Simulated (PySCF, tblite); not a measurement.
# Sn₂₅H₃₈: electronic excitations

Wanted: electronic excitations for Sn₂₅H₃₈.

Computed with tblite 0.8.0 and PySCF 2.14.0 and routines of our own; the level stands in each step. Atoms count from 0.

## 1. The system as given

63 atoms, charge 0, multiplicity 1; geometry from: force field, distance geometry or constructed start.

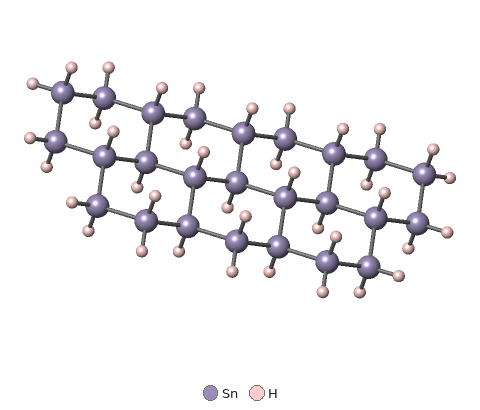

The starting geometry (tin purple, hydrogen pink); sticks join atoms by distance alone.

## 2. Relaxing the molecule with GFN1-xTB

What the job is given:

```
{"job": {"kind": "relax", "xc": "GFN1-xTB", "basis": "xTB"}, "charge": 0, "multiplicity": 1}
Sn    -2.291300     3.680700    -0.415700
Sn    -4.595600     5.010800     0.479000
Sn    -6.883400     3.680200    -0.413100
Sn    -6.889300     1.035500     0.479700
Sn    -4.593400    -0.295800    -0.410700
Sn    -2.299500     1.030600     0.483300
Sn     6.888700     3.684200    -0.417400
Sn     4.595800     5.010900     0.487400
Sn     2.298900     3.680400    -0.414500
Sn     2.293400     1.030300     0.487500
Sn     4.590300    -0.295800    -0.416200
Sn     6.886100     1.029100     0.485900
Sn    -9.188200    -0.293900    -0.409100
Sn    -9.182600    -2.946600     0.483200
Sn    -6.890800    -4.266600    -0.413900
Sn    -4.594300    -2.945400     0.492200
Sn     0.000400     5.010100     0.486800
Sn    -0.001100    -0.298000    -0.415100
Sn    -0.000600    -2.944200     0.488400
Sn     2.299000    -4.270800    -0.411400
Sn     4.590100    -2.942200     0.487400
Sn     9.183900    -0.293100    -0.414300
Sn     6.892000    -4.267100    -0.407500
Sn     9.180600    -2.950300     0.484400
Sn    -2.295700    -4.269100    -0.413200
H     -2.302300     3.681600    -2.131600
H     -4.591700     5.010500     2.205200
H     -4.593000     6.631700    -0.082700
H     -6.888000     3.682900    -2.136100
H     -8.292900     4.494400     0.159000
H     -6.885000     1.031700     2.204800
H     -4.594300    -0.293300    -2.133900
H     -2.297200     1.031200     2.204000
H      6.890700     3.681200    -2.130400
H      8.295200     4.495800     0.152300
H      4.592900     5.010400     2.203000
H      4.591600     6.631200    -0.088000
H      2.297100     3.685000    -2.136700
H      2.297300     1.027200     2.205800
H      4.587600    -0.291200    -2.132900
H      6.888500     1.028800     2.209700
H     -9.178900    -0.300200    -2.130400
H    -10.585300     0.517800     0.152000
H     -9.182200    -2.946500     2.204100
H    -10.593900    -3.755800    -0.081500
H     -6.890500    -4.270100    -2.137500
H     -6.886200    -5.894500     0.155000
H     -4.592700    -2.943400     2.208200
H      0.001600     5.008600     2.206100
H      0.001900     6.631800    -0.081900
H     -0.000900    -0.301900    -2.131000
H      0.006600    -2.944700     2.205600
H      2.295800    -4.272100    -2.134000
H      2.292800    -5.896200     0.152600
H      4.593100    -2.946900     2.207400
H      9.184300    -0.291600    -2.133500
H     10.596800     0.511100     0.153700
H      6.891300    -4.264100    -2.134800
H      6.888700    -5.895300     0.159600
H      9.183900    -2.944000     2.204900
H     10.586400    -3.756600    -0.082400
H     -2.292300    -4.272000    -2.136000
H     -2.294500    -5.893900     0.156400
```

On the command line:

```console
$ OMP_NUM_THREADS=4 python large_run.py task.json out
```

One launch serves the whole session: the jobs run in the order shown.

Log:

```text
step      E/eV     max force
  0   -2274.58043    0.846
  1   -2274.76319    0.614
  2   -2275.20891    0.575
  3   -2275.34844    0.613
  4   -2275.69957    0.515
  5   -2275.81588    0.305
  6   -2275.86498    0.288
  7   -2275.90146    0.275
  8   -2275.96902    0.388
  9   -2276.05788    0.506
 10   -2276.15009    0.479
 11   -2276.21918    0.400
 12   -2276.27605    0.344
 13   -2276.32946    0.381
 14   -2276.37799    0.378
 15   -2276.41501    0.302
 16   -2276.43547    0.183
 17   -2276.44800    0.146
 18   -2276.46299    0.167
 19   -2276.48401    0.239
 20   -2276.51311    0.307
 21   -2276.54827    0.316
 22   -2276.58554    0.313
 23   -2276.62322    0.291
 24   -2276.66704    0.347
 25   -2276.72573    0.413
 26   -2276.79599    0.511
 27   -2276.86390    0.461
 28   -2276.91456    0.386
 29   -2276.94782    0.323
 30   -2276.97452    0.297
 31   -2277.00016    0.293
 32   -2277.02274    0.216
 33   -2277.04192    0.221
 34   -2277.05789    0.235
 35   -2277.07017    0.178
 36   -2277.07798    0.131
 37   -2277.08275    0.132
 38   -2277.08647    0.131
 39   -2277.09037    0.097
 40   -2277.09358    0.076
 41   -2277.09688    0.086
 42   -2277.10054    0.101
 43   -2277.10538    0.148
 44   -2277.11132    0.161
 45   -2277.11763    0.122
 46   -2277.12317    0.112
 47   -2277.12721    0.078
 48   -2277.12981    0.069
 49   -2277.13178    0.077
 50   -2277.13398    0.074
 51   -2277.13710    0.098
 52   -2277.14128    0.106
 53   -2277.14579    0.105
 54   -2277.14975    0.097
 55   -2277.15310    0.088
 56   -2277.15605    0.068
 57   -2277.15858    0.059
 58   -2277.16072    0.070
 59   -2277.16281    0.083
 60   -2277.16542    0.082
 61   -2277.16889    0.086
 62   -2277.17288    0.109
 63   -2277.17672    0.124
 64   -2277.18013    0.108
 65   -2277.18308    0.072
 66   -2277.18543    0.072
 67   -2277.18718    0.059
 68   -2277.18862    0.055
 69   -2277.19013    0.064
 70   -2277.19198    0.086
 71   -2277.19421    0.095
 72   -2277.19660    0.083
 73   -2277.19866    0.080
 74   -2277.20004    0.059
 75   -2277.20089    0.041
 76   -2277.20161    0.043
 77   -2277.20254    0.044
 78   -2277.20383    0.052
 79   -2277.20540    0.064
 80   -2277.20706    0.067
 81   -2277.20875    0.062
 82   -2277.21042    0.068
 83   -2277.21200    0.078
 84   -2277.21347    0.073
 85   -2277.21486    0.062
 86   -2277.21624    0.057
 87   -2277.21751    0.050
 88   -2277.21850    0.048
 89   -2277.21930    0.055
 90   -2277.22017    0.049
 91   -2277.22131    0.058
 92   -2277.22269    0.054
 93   -2277.22413    0.059
 94   -2277.22547    0.057
 95   -2277.22671    0.060
 96   -2277.22787    0.056
 97   -2277.22894    0.046
 98   -2277.22990    0.041
 99   -2277.23082    0.048
100   -2277.23174    0.056
101   -2277.23266    0.053
102   -2277.23360    0.048
103   -2277.23451    0.041
104   -2277.23530    0.037
105   -2277.23590    0.039
106   -2277.23644    0.039
107   -2277.23706    0.036
108   -2277.23779    0.039
109   -2277.23850    0.034
110   -2277.23904    0.035
111   -2277.23945    0.031
112   -2277.23988    0.030
113   -2277.24045    0.041
114   -2277.24106    0.041
115   -2277.24168    0.035
116   -2277.24225    0.033
117   -2277.24277    0.031
118   -2277.24324    0.039
119   -2277.24367    0.035
120   -2277.24412    0.037
121   -2277.24461    0.037
122   -2277.24516    0.052
123   -2277.24575    0.059
124   -2277.24635    0.041
125   -2277.24689    0.033
126   -2277.24736    0.031
127   -2277.24780    0.042
128   -2277.24832    0.047
129   -2277.24891    0.054
130   -2277.24949    0.046
131   -2277.24994    0.031
132   -2277.25027    0.028
133   -2277.25055    0.020
134   -2277.25082    0.023
135   -2277.25108    0.028
136   -2277.25135    0.028
137   -2277.25169    0.029
138   -2277.25208    0.037
139   -2277.25247    0.042
140   -2277.25280    0.040
141   -2277.25309    0.032
142   -2277.25336    0.025
143   -2277.25361    0.029
144   -2277.25383    0.031
145   -2277.25403    0.023
146   -2277.25422    0.019
```

Run time: 16 s. Hardware: 4 threads of Arm Neoverse V2, shared host; peak memory 0.14 GiB.

The steps of the relaxation:

```
step  energy from step 0 (eV)  largest force (eV/Å)
   0                   0.0000                0.8465
   1                  -0.1828                0.6137
   2                  -0.6285                0.5750
   3                  -0.7680                0.6131
   4                  -1.1191                0.5143
   5                  -1.2355                0.3050
   6                  -1.2845                0.2878
   7                  -1.3210                0.2747
   8                  -1.3886                0.3877
  20                  -1.9327                0.3068
  32                  -2.4423                0.2154
  44                  -2.5309                0.1602
  56                  -2.5756                0.0686
  68                  -2.6082                0.0544
  81                  -2.6283                0.0619
  93                  -2.6437                0.0589
 105                  -2.6555                0.0389
 117                  -2.6623                0.0313
 129                  -2.6685                0.0542
 142                  -2.6729                0.0247
 143                  -2.6732                0.0288
 144                  -2.6734                0.0309
 145                  -2.6736                0.0228
 146                  -2.6738                0.0188
```

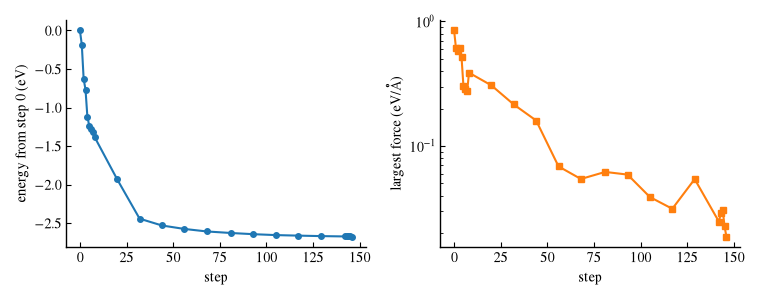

Energy and largest force along the relaxation.

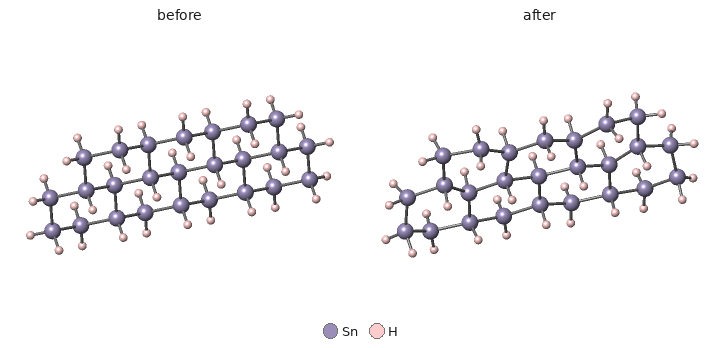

Before and after, at one scale.

Close pairs (by a distance rule), those that changed most:

```
     bond  before (Å)  after (Å)  change (Å)
Sn22–Sn23       2.787      2.826      +0.039
  Sn4–Sn5       2.797      2.831      +0.034
  Sn2–Sn3       2.791      2.825      +0.034
Sn14–Sn15       2.800      2.833      +0.033
Sn13–Sn14       2.793      2.824      +0.031
Sn20–Sn22       2.803      2.831      +0.028
  Sn1–Sn2       2.793      2.821      +0.028
 Sn9–Sn10       2.802      2.827      +0.025
```

The next job starts from the end point, and lists it.

## 3. Electronic excitations: TDDFT PBE/def2-SVP

What the job is given:

```
{"job": {"kind": "uv", "basis": "def2-SVP", "grid": 1, "kgrid": 0, "vcut": null, "nstates": 6, "ntriplets": 2, "tda": false, "delta": ["ip_vertical"], "pop": true, "xc": "PBE"}, "charge": 0, "multiplicity": 1}
Sn    -2.308709     3.521149     0.000170
Sn    -4.506226     5.231594     0.442242
Sn    -6.959907     4.127903    -0.404532
Sn    -6.913696     1.348290     0.099326
Sn    -5.007226    -0.684900    -0.299870
Sn    -2.628237     0.735705     0.280362
Sn     6.953521     4.134732    -0.418038
Sn     4.486208     5.204555     0.429183
Sn     2.341222     3.431109    -0.006778
Sn     2.579604     0.637223     0.278451
Sn     5.010455    -0.683918    -0.303052
Sn     6.905104     1.358324     0.089069
Sn    -9.392622     0.087281    -0.369695
Sn    -9.716367    -2.573627     0.504818
Sn    -7.646496    -4.315979    -0.304638
Sn    -5.000338    -3.456360     0.227748
Sn     0.046070     4.936312     0.587332
Sn    -0.041524    -0.260426    -0.216374
Sn     0.012393    -3.028138     0.207375
Sn     2.432218    -4.351871    -0.336385
Sn     5.033797    -3.455858     0.219470
Sn     9.376524     0.080201    -0.363561
Sn     7.672513    -4.339877    -0.297804
Sn     9.726439    -2.577623     0.514617
Sn    -2.403110    -4.350174    -0.360204
H     -2.343421     3.776494    -1.704130
H     -4.960821     5.553398     2.059300
H     -4.736831     6.828885    -0.144669
H     -7.241773     4.108442    -2.091142
H     -8.555061     4.582146     0.046611
H     -7.131573     1.213985     1.805384
H     -4.869349    -0.547978    -2.011201
H     -2.574953     0.735145     2.002948
H      7.242525     4.142865    -2.103032
H      8.537597     4.604947     0.051440
H      4.922670     5.527451     2.051170
H      4.663219     6.814119    -0.143239
H      2.339474     3.703942    -1.708854
H      2.546059     0.663744     2.000959
H      4.867463    -0.556718    -2.014915
H      7.103806     1.246500     1.798514
H     -9.976394    -0.205503    -1.951929
H    -10.896001     0.577625     0.295410
H     -9.626186    -2.969277     2.168101
H    -10.958109    -3.690364     0.104295
H     -7.479652    -4.573545    -1.987712
H     -7.461717    -5.967546     0.126311
H     -4.871153    -3.276407     1.938097
H      0.025182     5.289987     2.255544
H      0.036747     6.562033     0.047435
H     -0.025934    -0.228680    -1.936168
H     -0.001243    -3.109650     1.925680
H      2.410370    -4.691727    -2.009522
H      2.291275    -5.979220     0.176825
H      4.915595    -3.288604     1.930596
H      9.909812    -0.233996    -1.958102
H     10.898536     0.584211     0.245711
H      7.517941    -4.642915    -1.976227
H      7.493795    -5.979828     0.182336
H      9.646366    -2.992534     2.174446
H     10.982266    -3.671928     0.093630
H     -2.398032    -4.650553    -2.041612
H     -2.278447    -5.992448     0.109762
```

Level: TDDFT PBE/def2-SVP, vertical, gas phase, core orbitals frozen in the response.

Log:

```text
start: PBE on a coarse grid of 277556 points
cycle   1  E = -5201.4728948635  dE = -4.344e+02  |g| = 1.872e+01  |ddm| = 5.069e+01
cycle   2  E = -1011.5779193341  dE =  4.190e+03  |g| = 4.504e+01  |ddm| = 7.615e+02
cycle   3  E = -4697.8987988918  dE = -3.686e+03  |g| = 2.390e+01  |ddm| = 7.888e+02
cycle   4  E = -3909.6196219538  dE =  7.883e+02  |g| = 3.120e+01  |ddm| = 5.646e+02
cycle   5  E = -5206.6422525232  dE = -1.297e+03  |g| = 1.541e+01  |ddm| = 5.158e+02
cycle   6  E = -4233.0167758372  dE =  9.736e+02  |g| = 3.244e+01  |ddm| = 2.178e+02
cycle   7  E = -5325.3898731128  dE = -1.092e+03  |g| = 8.527e+00  |ddm| = 2.135e+02
cycle   8  E = -4400.8757320988  dE =  9.245e+02  |g| = 2.753e+01  |ddm| = 1.839e+02
cycle   9  E = -4953.9451226033  dE = -5.531e+02  |g| = 1.897e+01  |ddm| = 1.509e+02
cycle  10  E = -5167.5103613190  dE = -2.136e+02  |g| = 1.692e+01  |ddm| = 5.173e+01
cycle  11  E = -5149.1113858215  dE =  1.840e+01  |g| = 1.438e+01  |ddm| = 6.602e+01
...
cycle  71  E = -5380.3833772880  dE = -1.713e-01  |g| = 1.562e-01  |ddm| = 1.319e+00
cycle  72  E = -5380.3954168767  dE = -1.204e-02  |g| = 5.383e-02  |ddm| = 4.158e-01
cycle  73  E = -5380.3964356436  dE = -1.019e-03  |g| = 2.613e-02  |ddm| = 1.417e-01
cycle  74  E = -5380.3967356164  dE = -3.000e-04  |g| = 9.787e-03  |ddm| = 6.796e-02
cycle  75  E = -5380.3967751350  dE = -3.952e-05  |g| = 3.450e-03  |ddm| = 2.575e-02
cycle  76  E = -5380.3967810014  dE = -5.866e-06  |g| = 1.524e-03  |ddm| = 1.009e-02
cycle  77  E = -5380.3967827569  dE = -1.756e-06  |g| = 5.541e-04  |ddm| = 3.795e-03
cycle  78  E = -5380.3967829149  dE = -1.580e-07  |g| = 2.081e-04  |ddm| = 1.602e-03
cycle  79  E = -5380.3967830664  dE = -1.515e-07  |g| = 1.589e-04  |ddm| = 6.597e-04
cycle  80  E = -5380.3967830090  dE =  5.742e-08  |g| = 4.211e-05  |ddm| = 3.651e-04
converged SCF energy = -5380.3967830090
Vertical ionisation energy (delta-SCF) = 6.8356 eV   <S^2> = 0.751

Static polarisability (au): isotropic 1677.721, principal 661.043 1668.379 2703.740

Singlet excitations
state   eV       nm        f      main configurations
  1   2.0400    607.8   0.41112   H->L 0.75, H-2->L 0.17
  2   2.0788    596.4   0.08170   H-1->L 0.65, H-2->L 0.29
  3   2.0936    592.2   0.22259   H-2->L 0.53, H-1->L 0.27, H->L 0.15
  4   2.2935    540.6   0.01070   H->L+1 0.61, H-3->L 0.32
  5   2.2995    539.2   0.02063   H-3->L 0.63, H->L+1 0.30
  6   2.4431    507.5   0.00078   H-1->L+1 0.83, H-4->L 0.09

Triplet excitations (Tamm-Dancoff, eV): 1.7812 1.8858
```

Run time: 2.3 min. Hardware: 4 threads of Arm Neoverse V2, shared host; peak memory 3.1 GiB.

Frontier orbitals and where they lie:

```
orbital     eV                            atoms
 HOMO−4  -6.31     Sn20 8 %, Sn15 7 %, Sn10 7 %
 HOMO−3  -6.21        Sn6 9 %, Sn2 9 %, Sn3 7 %
 HOMO−2  -6.00       Sn2 8 %, Sn6 7 %, Sn16 6 %
 HOMO−1  -5.89    Sn17 16 %, Sn18 16 %, Sn8 6 %
   HOMO  -5.78        Sn9 8 %, Sn5 8 %, Sn4 6 %
   LUMO  -3.95        Sn5 6 %, Sn9 6 %, Sn4 5 %
 LUMO+1  -3.53  Sn18 12 %, Sn20 10 %, Sn19 10 %
 LUMO+2  -3.27     Sn10 9 %, Sn11 8 %, Sn20 8 %
 LUMO+3  -3.18       Sn8 10 %, Sn2 9 %, Sn0 8 %
```

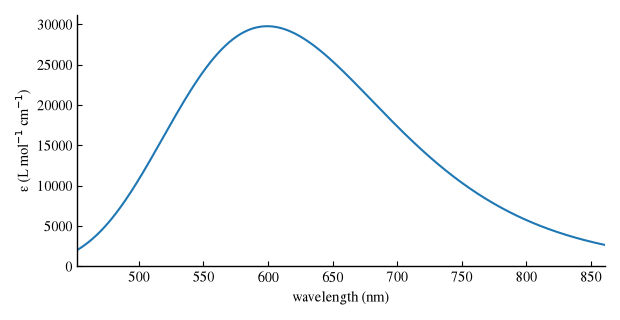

Absorption spectrum: each of the 6 states is a Gaussian band of 0.4 eV half-width at 1/e. Beyond the last state computed it falls off for lack of states.

Ground-state properties from the same run:

```
           property  computed
  dipole moment (D)      2.38
polarisability (Å³)    248.61
 HOMO–LUMO gap (eV)      1.83
      −ε(HOMO) (eV)      5.78
```

## 4. Outcome

| quantity | value |
| --- | --- |
| lowest singlet (PBE/def2-SVP) | 2.04 eV (608 nm), f = 0.411 |
| lowest triplet | 1.78 eV |

In words: The first singlet state (HOMO→LUMO 0.75, HOMO−2→LUMO 0.17) lies at 2.04 eV and is bright. State 1 absorbs in the visible (608 nm). The lowest triplet lies 0.26 eV below the lowest singlet (triplets in Tamm-Dancoff, singlets in full TDDFT). Spin-orbit coupling, left out, mixes singlets and triplets in elements this heavy.
